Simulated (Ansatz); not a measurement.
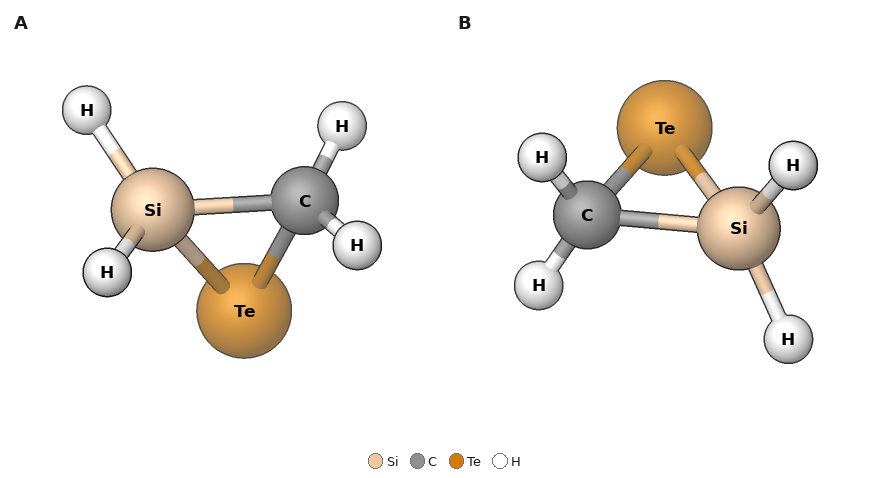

Distant atoms are faded towards the background colour. The geometry was computed by an optimisation with PBE0-D4/def2-TZVP. No frequency run is at hand to confirm it as a minimum.

> Can A be turned into B by a rotation alone?

Yes. They are the same structure, CH4SiTe, seen from two directions. With point group Cs it is achiral, so its mirror image would be the same too.
